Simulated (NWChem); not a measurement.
# BNH6 (SMILES [BH3-][NH3+]): levels of theory compared

Aim: a comparison of 6 runs (HF/def2-TZVP, B3LYP/cc-pVDZ, PBE0/def2-SVP, r2SCAN/6-31G**, BLYP/def2-SVPD, PBE/pcseg-2) of BNH6. 

The calculation is run with NWChem 7.3.0.

### 1 The molecule

BNH6: 8 atoms, total charge 0, spin state singlet. SMILES: `[BH3-][NH3+]`. The shape is that of a PBE0-D4/def2-TZVP optimisation.

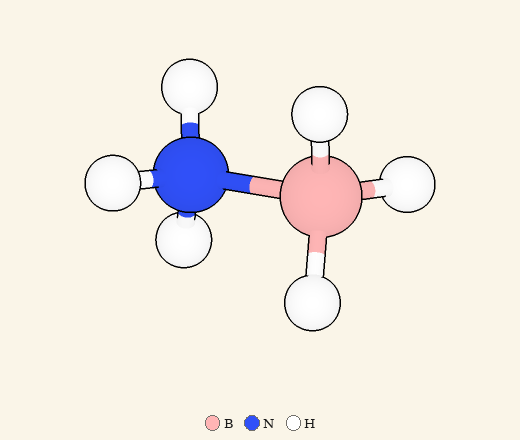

Viewed from a chosen angle; boron pink, nitrogen blue, hydrogen white.

### 2 Energy and gradient at HF/def2-TZVP (run 1)

run.nw reads:

```
start run
title "BH6N gradient"
memory 2200 mb
charge 0
geometry units au noautosym nocenter noautoz
  B  -0.36150461  0.47394331 -1.46529364
  N   0.39022844 -0.48206913  1.38271261
  H  -0.14777658 -1.37647651 -2.79868439
  H  -2.51824903  1.22775506 -1.29861979
  H   1.14215047  2.12896545 -1.96229161
  H   0.26607344  0.95809115  2.64315993
  H   2.18565724 -1.15518958  1.42731014
  H  -0.78234662 -1.88311208  1.96626003
end
basis "ao basis" spherical bse
  * library def2-TZVP
end
scf
  nopen 0
  rhf
  thresh 1e-08
  maxiter 80
  noprint "final vectors analysis"
end
task scf gradient
```

Launch:

```sh
nwchem run.nw > run.out
```

Log:

```text
[...]
  functions       =    98
[...]
  wavefunction    = RHF
[...]
         Total SCF energy =    -82.652059702567
      One-electron energy =   -190.977929675516
      Two-electron energy =     67.571307192344
 Nuclear repulsion energy =     40.754562780605
        Time for solution =      9.3s
[...]
                         RHF ENERGY GRADIENTS
    atom               coordinates                        gradient
                 x          y          z           x          y          z
   1 B      -0.361505   0.473943  -1.465294    0.001873  -0.002342   0.007030
   2 N       0.390228  -0.482069   1.382713   -0.004775   0.006048  -0.017910
   3 H      -0.147777  -1.376477  -2.798684    0.000055  -0.000399  -0.000233
   4 H      -2.518249   1.227755  -1.298620   -0.000431   0.000135   0.000080
   5 H       1.142150   2.128965  -1.962292    0.000306   0.000311  -0.000047
   6 H       0.266073   0.958091   2.643160   -0.000841   0.009168   0.007661
   7 H       2.185657  -1.155190   1.427310    0.011281  -0.004168   0.000014
   8 H      -0.782347  -1.883112   1.966260   -0.007468  -0.008752   0.003404
[...]
```

Run time: 13 s. Hardware: 1 thread of Intel Xeon 6975P-C (Granite Rapids), shared host; peak memory 0.12 GiB.

### 3 Energy and gradient at B3LYP/cc-pVDZ (run 2)

bh6n.nw reads:

```
start bh6n
memory 2200 mb

geometry noautosym nocenter noautoz
 B       -0.191300       0.250800      -0.775400
 N        0.206500      -0.255100       0.731700
 H       -0.078200      -0.728400      -1.481000
 H       -1.332600       0.649700      -0.687200
 H        0.604400       1.126600      -1.038400
 H        0.140800       0.507000       1.398700
 H        1.156600      -0.611300       0.755300
 H       -0.414000      -0.996500       1.040500
end

basis spherical bse
 * library cc-pVDZ
end

dft
 xc b3lyp
 mult 1
 grid xfine
 convergence energy 1e-08
 iterations 100
 mulliken
end

task dft gradient
```

Launch:

```sh
nwchem bh6n.nw > bh6n.out
```

Log:

```text
[...]
          Wavefunction type:  closed shell.
          No. of atoms     :     8
          No. of electrons :    18
[...]
          Charge           :     0
          Spin multiplicity:     1
[...]
          AO basis - number of functions:    58
[...]
              XC Information
              --------------
                         B3LYP Method XC Potential
                     Hartree-Fock (Exact) Exchange  0.200
                        Slater Exchange Functional  0.800 local
                    Becke 1988 Exchange Functional  0.720 non-local
              Lee-Yang-Parr Correlation Functional  0.810
                  VWN I RPA Correlation Functional  0.190 local
[...]
 d= 0,ls=0.0,diis     1    -83.1845032123 -1.24D+02  8.28D-03  2.37D-01     1.8
[...]
 d= 0,ls=0.0,diis     8    -83.2184808298 -2.75D-11  1.24D-07  1.16D-10    12.2
         Total DFT energy =      -83.218480829767
      One electron energy =     -191.114412043421
           Coulomb energy =       80.368592929095
    Exchange-Corr. energy =      -13.227227450403
 Nuclear repulsion energy =       40.754565734962
[...]
      Total Density - Mulliken Population Analysis
     ---------------------------------------------
    Atom       Charge   Shell Charges
 -----------   ------   -------------------------------------------------------
    1 B    5     5.18   2.02  0.54  0.28  1.66  0.60  0.08
    2 N    7     6.87   2.01  0.77  0.50  2.48  1.09  0.02
    3 H    1     1.10   0.75  0.34  0.01
    4 H    1     1.10   0.75  0.34  0.01
    5 H    1     1.10   0.75  0.34  0.01
    6 H    1     0.88   0.72  0.10  0.06
    7 H    1     0.88   0.72  0.10  0.06
    8 H    1     0.88   0.72  0.10  0.06
[...]
  wavefunction    = closed shell
                         DFT ENERGY GRADIENTS
    atom               coordinates                        gradient
                 x          y          z           x          y          z
   1 B      -0.361505   0.473943  -1.465294    0.000301  -0.000341   0.001075
   2 N       0.390228  -0.482069   1.382713    0.001478  -0.001900   0.005766
   3 H      -0.147777  -1.376476  -2.798684   -0.000458   0.003673   0.002464
   4 H      -2.518249   1.227755  -1.298620    0.004190  -0.001434  -0.000472
   5 H       1.142150   2.128965  -1.962291   -0.003003  -0.003211   0.000838
   6 H       0.266073   0.958091   2.643160    0.000075  -0.004115  -0.005216
   7 H       2.185657  -1.155189   1.427310   -0.005937   0.002517  -0.001376
   8 H      -0.782347  -1.883112   1.966260    0.003354   0.004811  -0.003078
[...]
```

It took 16 s on 1 thread of Intel Xeon 6975P-C (Granite Rapids), shared host; peak memory 0.13 GiB.

Run 3 isn't shown in full; the table further down has it.

### 4 Energy and gradient at r2SCAN/6-31G(d,p) (spherical functions) (run 4)

bh6n.xyz reads:

```xyz
8

B     -0.191300     0.250800    -0.775400
N      0.206500    -0.255100     0.731700
H     -0.078200    -0.728400    -1.481000
H     -1.332600     0.649700    -0.687200
H      0.604400     1.126600    -1.038400
H      0.140800     0.507000     1.398700
H      1.156600    -0.611300     0.755300
H     -0.414000    -0.996500     1.040500
```

run.py reads:

```python
from ase.io import read
from ase.calculators.nwchem import NWChem

molecule = read('bh6n.xyz')

calc = NWChem(
    label='bh6n',
    theory='dft',
    memory='2200 mb',
    basis='6-31G**',
    basispar='spherical bse',
    dft={'xc': 'r2scan', 'mult': '1', 'grid': 'xfine', 'convergence': 'energy 1e-08', 'iterations': '100', 'mulliken': None},
)
molecule.calc = calc

forces = molecule.get_forces()
print("Total energy (eV):", round(molecule.get_potential_energy(), 6))
print("forces (eV/A):")
for s, f in zip(molecule.symbols, forces):
    print(f"{s:2s} {f[0]:10.5f} {f[1]:10.5f} {f[2]:10.5f}")
print("dipole (e A):", molecule.get_dipole_moment().round(4))
```

Launch:

```sh
export ASE_NWCHEM_COMMAND="nwchem PREFIX.nwi > PREFIX.nwo"
python run.py
```

Log:

```text
Total energy (eV): -2262.76372
forces (eV/A):
B    -0.06335    0.07852   -0.23685
N     0.01034   -0.01208    0.03054
H     0.00617   -0.01723    0.01064
H    -0.00818   -0.00139    0.01949
H     0.01481    0.00453    0.01502
H    -0.00381    0.08068    0.09179
H     0.10948   -0.04469    0.01841
H    -0.06546   -0.08834    0.05091
dipole (e A): [ 0.2859 -0.3635  1.083 ]
```

The calculator wrote bh6n.nwi:

```
title "bh6n"

permanent_dir bh6n

scratch_dir bh6n

start bh6n

geometry units angstrom nocenter noautosym noautoz
  B  -1.9130000000000000e-01 2.5080000000000002e-01 -7.7539999999999998e-01
  N  2.0649999999999999e-01 -2.5509999999999999e-01 7.3170000000000002e-01
  H  -7.8200000000000006e-02 -7.2840000000000005e-01 -1.4810000000000001e+00
  H  -1.3326000000000000e+00 6.4970000000000006e-01 -6.8720000000000003e-01
  H  6.0440000000000005e-01 1.1266000000000000e+00 -1.0384000000000000e+00
  H  1.4080000000000001e-01 5.0700000000000001e-01 1.3987000000000001e+00
  H  1.1566000000000001e+00 -6.1129999999999995e-01 7.5529999999999997e-01
  H  -4.1399999999999998e-01 -9.9650000000000005e-01 1.0405000000000000e+00
end

memory 2200 mb

basis spherical bse noprint
   * library 6-31G**
end

dft
  xc r2scan
  mult 1
  grid xfine
  convergence energy 1e-08
  iterations 100
  mulliken
end

task dft gradient
```

bh6n.nwo (excerpt; [...] marks lines left out):

```text
[...]
         Total DFT energy =      -83.155033638859
[...]
  wavefunction    = closed shell
                         DFT ENERGY GRADIENTS
    atom               coordinates                        gradient
                 x          y          z           x          y          z
   1 B      -0.361505   0.473943  -1.465294    0.001232  -0.001527   0.004606
   2 N       0.390228  -0.482069   1.382713   -0.000201   0.000235  -0.000594
   3 H      -0.147777  -1.376476  -2.798684   -0.000120   0.000335  -0.000207
[... 4 lines of this table left out ...]
   8 H      -0.782347  -1.883112   1.966260    0.001273   0.001718  -0.000990
[...]
```

Wall time 19 s (1 thread of Intel Xeon 6975P-C (Granite Rapids), shared host); peak memory 0.13 GiB.

Run 5 isn't shown in full; the table further down has it.

### 5 Energy and gradient at PBE/pcseg-2 (run 6)

mol.nw reads:

```
start mol
memory stack 880 mb heap 220 mb global 1100 mb

geometry units angstrom noautosym nocenter noautoz
B    -0.191300    0.250800   -0.775400
N     0.206500   -0.255100    0.731700
H    -0.078200   -0.728400   -1.481000
H    -1.332600    0.649700   -0.687200
H     0.604400    1.126600   -1.038400
H     0.140800    0.507000    1.398700
H     1.156600   -0.611300    0.755300
H    -0.414000   -0.996500    1.040500
end

basis spherical bse
* library pcseg-2
end

dft
xc xpbe96 cpbe96
grid fine
convergence energy 1e-08
maxiter 100
mulliken
print medium
end

task dft gradient
```

Launch:

```sh
nwchem mol.nw > mol.out
```

Log:

```text
[...]
          Wavefunction type:  closed shell.
          No. of atoms     :     8
          No. of electrons :    18
[...]
          Charge           :     0
          Spin multiplicity:     1
[...]
          AO basis - number of functions:   144
[...]
              XC Information
              --------------
          PerdewBurkeErnzerhof Exchange Functional  1.000
            Perdew 1991 LDA Correlation Functional  1.000 local
           PerdewBurkeErnz. Correlation Functional  1.000 non-local
[...]
 d= 0,ls=0.0,diis     1    -83.0851041463 -1.24D+02  4.07D-03  3.35D-01     3.3
[...]
 d= 0,ls=0.0,diis     8    -83.1213438696 -6.83D-10  3.79D-07  5.99D-09    23.6
         Total DFT energy =      -83.121343869580
      One electron energy =     -191.156027068342
           Coulomb energy =       80.358116198029
    Exchange-Corr. energy =      -13.077998734229
 Nuclear repulsion energy =       40.754565734962
[...]
      Total Density - Mulliken Population Analysis
     ---------------------------------------------
    Atom       Charge   Shell Charges
 -----------   ------   -------------------------------------------------------
    1 B    5     5.12   2.00  0.47  0.31  0.20  1.14  0.83  0.13  0.01  0.04  0.00
    2 N    7     7.20   2.00  0.58  0.66  0.10  1.67  1.67  0.51  0.00  0.02 -0.00
    3 H    1     1.08   0.43  0.50  0.13  0.00  0.02  0.00
    4 H    1     1.08   0.43  0.50  0.13  0.00  0.02  0.00
    5 H    1     1.08   0.43  0.50  0.13  0.00  0.02  0.00
    6 H    1     0.82   0.43  0.31  0.01  0.01  0.05  0.00
    7 H    1     0.82   0.43  0.31  0.01  0.01  0.05  0.00
    8 H    1     0.82   0.43  0.31  0.01  0.01  0.05  0.00
[...]
  wavefunction    = closed shell
                         DFT ENERGY GRADIENTS
    atom               coordinates                        gradient
                 x          y          z           x          y          z
   1 B      -0.361505   0.473943  -1.465294    0.000265  -0.000297   0.000940
   2 N       0.390228  -0.482069   1.382713    0.001156  -0.001492   0.004544
   3 H      -0.147777  -1.376476  -2.798684   -0.000145   0.001588   0.001357
   4 H      -2.518249   1.227755  -1.298620    0.001967  -0.000734   0.000025
   5 H       1.142150   2.128965  -1.962291   -0.001309  -0.001547   0.000625
   6 H       0.266073   0.958091   2.643160    0.000277  -0.004420  -0.004513
   7 H       2.185657  -1.155189   1.427310   -0.005807   0.002291  -0.000628
   8 H      -0.782347  -1.883112   1.966260    0.003597   0.004611  -0.002349
[...]
```

Wall time 32 s (1 thread of Intel Xeon 6975P-C (Granite Rapids), shared host); peak memory 0.13 GiB.

### 6 Overview of the runs

| run | level | iteration cap | module | energy (Eh) | dipole moment (D) | largest force (eV/Å) | wall time |
| --- | --- | --- | --- | --- | --- | --- | --- |
| 1 | HF/def2-TZVP | 80 | scf | -82.652060 | 5.51 | 1.003 | 13 s |
| 2 | B3LYP/cc-pVDZ | 100 | dft | -83.218481 | 5.57 | 0.342 | 16 s |
| 3 | PBE0/def2-SVP | 100 | dft | -83.040732 | 5.68 | 0.309 | 14 s |
| 4 | r2SCAN/6-31G** (spherical functions) | 100 | dft | -83.155034 | 5.66 | 0.257 | 19 s |
| 5 | BLYP/def2-SVPD | 100 | dft | -83.101755 | 5.32 | 0.559 | 23 s |
| 6 | PBE/pcseg-2 | 100 | dft | -83.121344 | 5.40 | 0.325 | 32 s |

### 7 What came out

| quantity | value |
| --- | --- |
| run 6: total energy | -83.12134 Eh |
| run 6: dipole moment | 5.40 D |
| run 6: HOMO energy | -6.42 eV |
| run 6: LUMO energy | -1.14 eV |
| run 6: HOMO–LUMO gap | 5.28 eV |
| run 6: largest force on an atom | 0.325 eV/Å |

The dipole moment (its size) runs from 5.32 D (BLYP/def2-SVPD) to 5.68 D (PBE0/def2-SVP). The two ends differ in method and basis. Over runs 2, 4, 5, 6 the HOMO–LUMO gap runs from 5.28 eV (PBE/pcseg-2) to 7.61 eV (B3LYP/cc-pVDZ). Totals of different functionals can't be ranked against each other. All runs together took 1.9 min, the longest 32 s.
